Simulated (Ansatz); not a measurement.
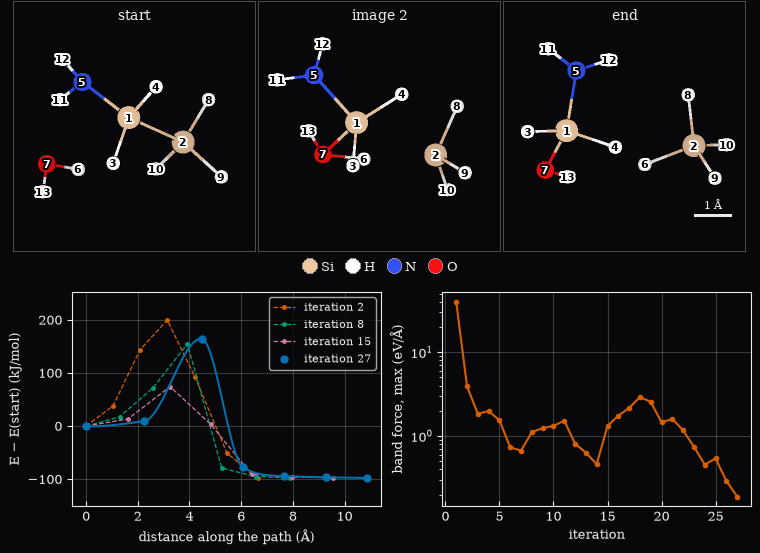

A nudged-elastic-band calculation for Si2NH9O. Images are numbered from 0 (start) to 6 (end). The plot follows the band through its iterations. A ball-and-stick model, seen from a free direction.

These are results of UKS B3LYP-D4/6-31G* in Ansatz, not measurements. Settings: 5 movable images; climbing image; force threshold 0.2 eV/Å; iteration limit 60; starting path through a guess of the saddle point.

Question: Judge this run.

Answer: The run met only a loose threshold, so the barrier can't be trusted yet. The band converged in 27 iterations. The largest component of the band force went from 40 to 0.19 eV/Å. The climbing image converged on the top of the path. Its curvatures weren't checked. The force threshold is so loose that the height of the top is at best an upper bound. The first iteration put the highest image at 1025.4 kJ/mol. The highest point, image 2, lies 164.4 kJ/mol above the start and 262.1 kJ/mol above the end; the end is at −97.7 kJ/mol relative to the start.
